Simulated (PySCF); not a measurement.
# Pr2O3: forces at shaken geometries

How stiff is Pr2O3? Its atoms are displaced at random by several amounts. The structure is generated, not taken from experiment.

Method: r2SCAN, Pr lcecp-1-SVP with ECP48, O def2-SVP; scalar-relativistic core potentials, no spin–orbit coupling; program: PySCF 2.14.0.

7 further runs of the same task are left out: 2 for a known fault of the program, 5 that didn't finish.

### Step 1. The system as given

5 atoms, charge 0, spin multiplicity 1.

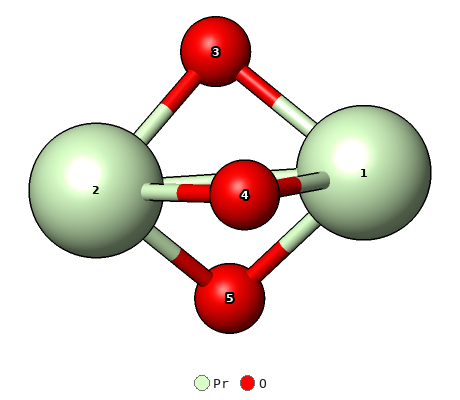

The geometry (praseodymium light green, oxygen red); atoms are numbered from 1 in the order of the file.

As a file:

```
Pr    0.0000    0.0000    1.4816
Pr    0.0000    0.0000   -1.4816
O     1.5786    0.0000    0.0000
O    -0.7893    1.3671    0.0000
O    -0.7893   -1.3671    0.0000
```

Formal oxidation states: Pr +3. Each metal's 2 4f electrons lie in its core potential, so multiplicities, spins and levels count the valence alone. An earlier session relaxed this geometry at r2SCAN, Pr lcecp-1-SVP with ECP48, O def2-SVP (singlet, point group D3h).

Its energy there is -291.409662 Eh.

### Step 2. Atoms moved at random, σ = 0.1 Å

The input, run.py (the lines that set the calculation):

```python
mol = gto.M(atom='''
Pr     0.08587    -0.12795     1.59701
Pr    -0.14914     0.10615    -1.57546
O      1.57808     0.07690     0.17081
O     -0.71889     1.37967    -0.10494
O     -0.79592    -1.43476    -0.08741''',
    basis={'Pr': 'lcecp-1-SVP', 'O': 'def2-SVP'},
    ecp={'Pr': 'lcecp-1-SVP'},
    charge=0, spin=0)
mf = dft.RKS(mol, xc='R2SCAN')
mf.grids.atom_grid = (50, 194)  # f atoms: unpruned, at least (60, 302)
mf = mf.density_fit()  # fitting sets: Pr AutoAux, O def2-universal-JKFIT
mf.conv_tol = 1e-08; mf.max_cycle = 55
mf.kernel(dm0)  # dm0: the density of the relaxed state
```

On the command line:

```
$ OMP_NUM_THREADS=2 python run.py
```

The program printed:

```text
init E= -291.285196731624
  HOMO = -0.180713730327259  LUMO = -0.0650948051263738  gap/eV = 3.14615
cycle= 1 E= -291.374889343884  delta_E= -0.0897  |g|= 0.195  |ddm|= 0.98
  HOMO = -0.0980400579363412  LUMO = -0.0475670161017431  gap/eV = 1.37344
cycle= 2 E= -291.257696303082  delta_E= 0.117  |g|= 0.745  |ddm|= 0.834
  HOMO = -0.141501400726856  LUMO = -0.0471562892136531  gap/eV = 2.56726
cycle= 3 E= -291.383277253494  delta_E= -0.126  |g|= 0.0849  |ddm|= 0.647
  HOMO = -0.142506825981251  LUMO = -0.0478836040125125  gap/eV = 2.57483
cycle= 4 E= -291.384124390074  delta_E= -0.000847  |g|= 0.0598  |ddm|= 0.109
  HOMO = -0.142560387371432  LUMO = -0.0480091727229179  gap/eV = 2.57287
cycle= 5 E= -291.384900427571  delta_E= -0.000776  |g|= 0.0112  |ddm|= 0.0488
  HOMO = -0.14285370878337  LUMO = -0.0482272494504738  gap/eV = 2.57492
cycle= 6 E= -291.384919330092  delta_E= -1.89e-05  |g|= 0.00598  |ddm|= 0.0111
  HOMO = -0.142935811910185  LUMO = -0.0482626859473468  gap/eV = 2.57619
cycle= 7 E= -291.384925873331  delta_E= -6.54e-06  |g|= 0.00259  |ddm|= 0.00538
  HOMO = -0.14308064203459  LUMO = -0.0482845470699728  gap/eV = 2.57953
cycle= 8 E= -291.384927428219  delta_E= -1.55e-06  |g|= 0.000494  |ddm|= 0.00245
  HOMO = -0.143120752850436  LUMO = -0.0483055431088726  gap/eV = 2.58005
cycle= 9 E= -291.384927485309  delta_E= -5.71e-08  |g|= 0.000167  |ddm|= 0.000873
  HOMO = -0.143129483594564  LUMO = -0.0483057808000665  gap/eV = 2.58028
cycle= 10 E= -291.384927496355  delta_E= -1.1e-08  |g|= 3.26e-05  |ddm|= 0.000382
  HOMO = -0.143131065774504  LUMO = -0.0483077497224134  gap/eV = 2.58027
cycle= 11 E= -291.384927496678  delta_E= -3.23e-10  |g|= 7.79e-06  |ddm|= 4.79e-05
  HOMO = -0.143128489699905  LUMO = -0.0483075904704333  gap/eV = 2.58021
Extra cycle  E= -291.384927496503  delta_E= 1.75e-10  |g|= 2.92e-05  |ddm|= 3.06e-05
converged SCF energy = -291.384927496503
```

Run time: 11 s. Hardware: 2 threads of Arm Neoverse V2, shared host.

Result: E = -291.384927 Eh (+0.673 eV from the relaxed state), HOMO -3.89 eV, LUMO -1.31 eV, Mulliken charge on Pr1 +0.95 e, largest force component 3.845 eV/Å. 

| atom | Fx | Fy | Fz (eV/Å) |
| --- | --- | --- | --- |
| Pr1 | -0.180 | -0.047 | -3.845 |
| Pr2 | 0.564 | -1.078 | 2.638 |
| O3 | -0.463 | -0.399 | 0.147 |
| O4 | -0.566 | 0.148 | 0.759 |
| O5 | 0.645 | 1.376 | 0.301 |

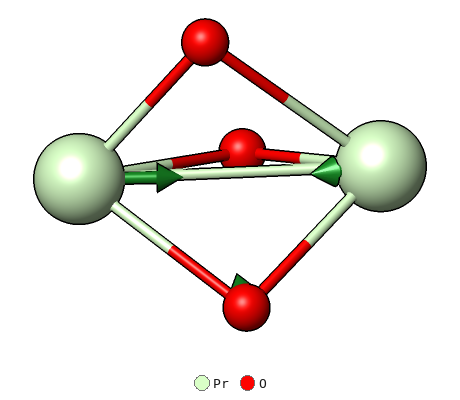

Forces as arrows, the longest for the largest force.

### Step 3. Atoms moved at random, σ = 0.1 Å

The input, run.py (the lines that set the calculation):

```python
mol = gto.M(atom='''
Pr     0.04960    -0.09284     1.49468
Pr    -0.07411     0.00124    -1.31258
O      1.58945     0.10384    -0.08258
O     -0.83933     1.38128    -0.03277
O     -0.72560    -1.39352    -0.06674''',
    basis={'Pr': 'lcecp-1-SVP', 'O': 'def2-SVP'},
    ecp={'Pr': 'lcecp-1-SVP'},
    charge=0, spin=0)
mf = dft.RKS(mol, xc='R2SCAN')
mf.grids.atom_grid = (50, 194)  # f atoms: unpruned, at least (60, 302)
mf = mf.density_fit()  # fitting sets: Pr AutoAux, O def2-universal-JKFIT
mf.conv_tol = 1e-08; mf.max_cycle = 55
mf.kernel(dm0)  # dm0: the density of the relaxed state
```

On the command line:

```
$ OMP_NUM_THREADS=2 python run.py
```

The program printed:

```text
init E= -291.436042408395
  HOMO = -0.193425089026911  LUMO = -0.0638858093073829  gap/eV = 3.52494
cycle= 1 E= -291.36685048471  delta_E= 0.0692  |g|= 0.135  |ddm|= 0.746
  HOMO = -0.140174950327084  LUMO = -0.0566948893560486  gap/eV = 2.27161
cycle= 2 E= -291.338057976595  delta_E= 0.0288  |g|= 0.367  |ddm|= 0.717
  HOMO = -0.166947852063192  LUMO = -0.051803730393047  gap/eV = 3.13323
cycle= 3 E= -291.369964683685  delta_E= -0.0319  |g|= 0.0967  |ddm|= 0.453
  HOMO = -0.164946682426722  LUMO = -0.050974130587818  gap/eV = 3.10135
cycle= 4 E= -291.371999476717  delta_E= -0.00203  |g|= 0.0211  |ddm|= 0.139
  HOMO = -0.165007177347764  LUMO = -0.052297669107471  gap/eV = 3.06698
cycle= 5 E= -291.372072742302  delta_E= -7.33e-05  |g|= 0.0161  |ddm|= 0.0485
  HOMO = -0.165432999448529  LUMO = -0.0523969519705254  gap/eV = 3.07587
cycle= 6 E= -291.372126122437  delta_E= -5.34e-05  |g|= 0.00347  |ddm|= 0.0137
  HOMO = -0.165312367239892  LUMO = -0.0522927352571116  gap/eV = 3.07542
cycle= 7 E= -291.372129082098  delta_E= -2.96e-06  |g|= 0.00139  |ddm|= 0.00692
  HOMO = -0.165397024029719  LUMO = -0.0523140021298154  gap/eV = 3.07715
cycle= 8 E= -291.372129266072  delta_E= -1.84e-07  |g|= 0.00111  |ddm|= 0.00178
  HOMO = -0.16540938650231  LUMO = -0.0523250439032914  gap/eV = 3.07718
cycle= 9 E= -291.372129536362  delta_E= -2.7e-07  |g|= 7.44e-05  |ddm|= 0.000952
  HOMO = -0.165413766169543  LUMO = -0.0523251003329364  gap/eV = 3.07730
cycle= 10 E= -291.37212953802  delta_E= -1.66e-09  |g|= 1.23e-05  |ddm|= 0.00013
  HOMO = -0.16541674086181  LUMO = -0.0523267115047297  gap/eV = 3.07734
Extra cycle  E= -291.372129537965  delta_E= 5.46e-11  |g|= 2.05e-05  |ddm|= 3.78e-05
converged SCF energy = -291.372129537965
```

Wall time 11 s (2 threads of Arm Neoverse V2, shared host).

It gives: E = -291.372130 Eh (+1.021 eV from the relaxed state), HOMO -4.50 eV, LUMO -1.42 eV, Mulliken charge on Pr1 +0.97 e, largest force component 8.944 eV/Å. 

| atom | Fx | Fy | Fz (eV/Å) |
| --- | --- | --- | --- |
| Pr1 | 0.324 | 0.881 | 0.326 |
| Pr2 | 0.535 | 1.492 | -8.944 |
| O3 | 0.655 | -0.335 | 2.466 |
| O4 | -0.469 | 0.270 | 2.833 |
| O5 | -1.046 | -2.308 | 3.319 |

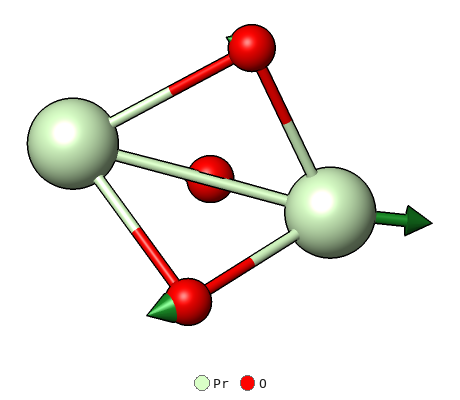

Forces as arrows, the longest for the largest force.

### Step 4. Atoms moved at random, σ = 0.06 Å

The input, run.py (the lines that set the calculation):

```python
mol = gto.M(atom='''
Pr    -0.07091     0.02038     1.44624
Pr    -0.03866    -0.09368    -1.45971
O      1.59042    -0.01380    -0.02433
O     -0.72902     1.43668     0.03788
O     -0.75183    -1.34958    -0.00008''',
    basis={'Pr': 'lcecp-1-SVP', 'O': 'def2-SVP'},
    ecp={'Pr': 'lcecp-1-SVP'},
    charge=0, spin=0)
mf = dft.RKS(mol, xc='R2SCAN')
mf.grids.atom_grid = (50, 194)  # f atoms: unpruned, at least (60, 302)
mf = mf.density_fit()  # fitting sets: Pr AutoAux, O def2-universal-JKFIT
mf.conv_tol = 1e-08; mf.max_cycle = 55
mf.kernel(dm0)  # dm0: the density of the relaxed state
```

On the command line:

```
$ OMP_NUM_THREADS=2 python run.py
```

The program printed:

```text
init E= -291.418880352573
  HOMO = -0.165301687905554  LUMO = -0.0475159562284463  gap/eV = 3.20511
cycle= 1 E= -291.399550045645  delta_E= 0.0193  |g|= 0.0776  |ddm|= 0.448
  HOMO = -0.13803726249412  LUMO = -0.0397943555190519  gap/eV = 2.67333
cycle= 2 E= -291.386242940383  delta_E= 0.0133  |g|= 0.258  |ddm|= 0.293
  HOMO = -0.151727672035904  LUMO = -0.0402314634950776  gap/eV = 3.03397
cycle= 3 E= -291.400971048363  delta_E= -0.0147  |g|= 0.0264  |ddm|= 0.204
  HOMO = -0.152124891014584  LUMO = -0.04082073947629  gap/eV = 3.02874
cycle= 4 E= -291.401118152043  delta_E= -0.000147  |g|= 0.00972  |ddm|= 0.0456
  HOMO = -0.152730093187028  LUMO = -0.0408959811523607  gap/eV = 3.04316
cycle= 5 E= -291.401129827253  delta_E= -1.17e-05  |g|= 0.00599  |ddm|= 0.0111
  HOMO = -0.152559848651169  LUMO = -0.0409271083237182  gap/eV = 3.03768
cycle= 6 E= -291.401137524153  delta_E= -7.7e-06  |g|= 0.000985  |ddm|= 0.00555
  HOMO = -0.152567358434773  LUMO = -0.0409283007087899  gap/eV = 3.03785
cycle= 7 E= -291.401137597544  delta_E= -7.34e-08  |g|= 0.000852  |ddm|= 0.00132
  HOMO = -0.152615694513596  LUMO = -0.0409295968205743  gap/eV = 3.03913
cycle= 8 E= -291.401137754302  delta_E= -1.57e-07  |g|= 0.000143  |ddm|= 0.000764
  HOMO = -0.152610923584565  LUMO = -0.0409313274314151  gap/eV = 3.03896
cycle= 9 E= -291.40113775935  delta_E= -5.05e-09  |g|= 3.72e-05  |ddm|= 0.000265
  HOMO = -0.152608644921653  LUMO = -0.0409313169853069  gap/eV = 3.03889
Extra cycle  E= -291.401137757655  delta_E= 1.69e-09  |g|= 8.54e-05  |ddm|= 0.000229
converged SCF energy = -291.401137757655
```

Run time: 10 s. Hardware: 2 threads of Arm Neoverse V2, shared host.

It gives: E = -291.401138 Eh (+0.232 eV from the relaxed state), HOMO -4.15 eV, LUMO -1.11 eV, Mulliken charge on Pr1 +0.93 e, largest force component 1.827 eV/Å. 

| atom | Fx | Fy | Fz (eV/Å) |
| --- | --- | --- | --- |
| Pr1 | 1.139 | 0.764 | 1.827 |
| Pr2 | 1.107 | 1.340 | -1.455 |
| O3 | -0.609 | -0.150 | -0.062 |
| O4 | -0.360 | -0.484 | -0.524 |
| O5 | -1.277 | -1.470 | 0.214 |

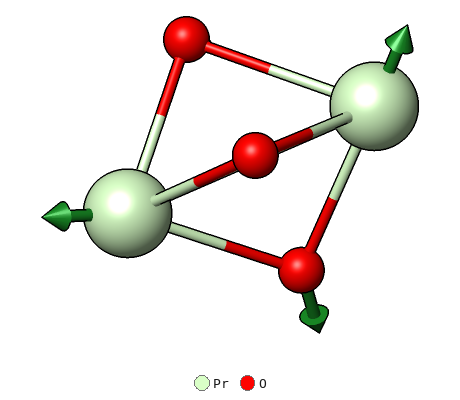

Forces as arrows, the longest for the largest force.

### Step 5. The displacements side by side

| σ (Å) | energy rise (eV) | harmonic estimate −½ F·u (eV) | largest force component (eV/Å) |
| --- | --- | --- | --- |
| 0.1 | 0.673 | 0.573 | 3.85 |
| 0.1 | 1.021 | 1.068 | 8.94 |
| 0.06 | 0.232 | 0.241 | 1.83 |

Every displacement raises the energy. For a harmonic well the rise equals −½ F·u; the two differ by at most 15 % here (a move with σ = 0.1 Å), from anharmonicity, the grid and the small forces left at the relaxed point. These are double-zeta-type bases without diffuse functions. Spin–orbit coupling is left out.
